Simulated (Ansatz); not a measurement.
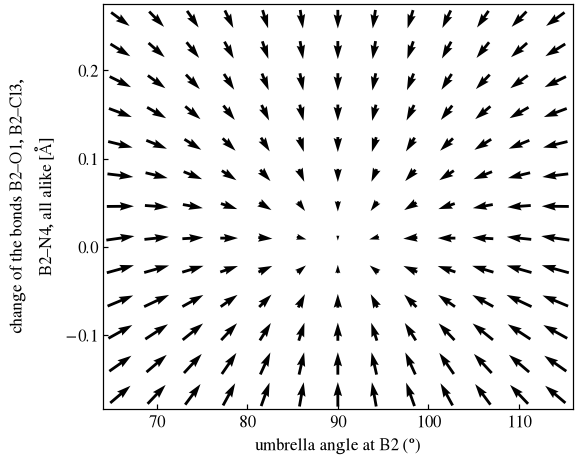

BClGeH5NO, SMILES OB(Cl)[NH][GeH3]. 
- The first coordinate is: umbrella angle at B2 (between each of its bonds and their common axis; 90 is planar); the second: change of the bonds B2–O1, B2–Cl3, B2–N4, all alike.
- Nothing is relaxed (all other coordinates rigid).
- The grid has 13 × 13 points.
- Points are written as (first, second).
- Computed with RKS PBE0-D4/def2-SVP in Ansatz 0.2.0.

The picture shows arrows along the force (downhill), their lengths compressed.

**The arrows alone are given. Where is the energy lowest?**

The arrows converge at about (90°, 0.000 Å) (read from the interpolated surface).

The energy map of the same scan:

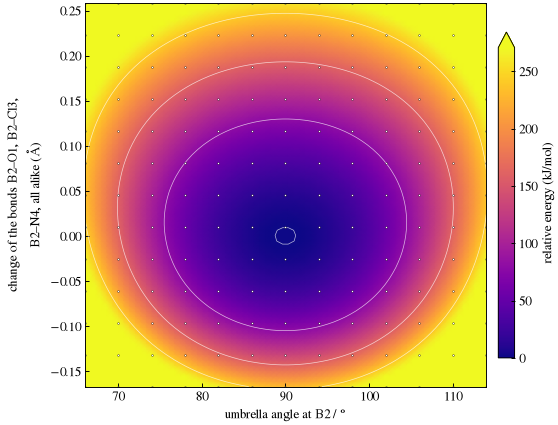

Energies are in kJ/mol, from the lowest grid point; between grid points the surface is interpolated.
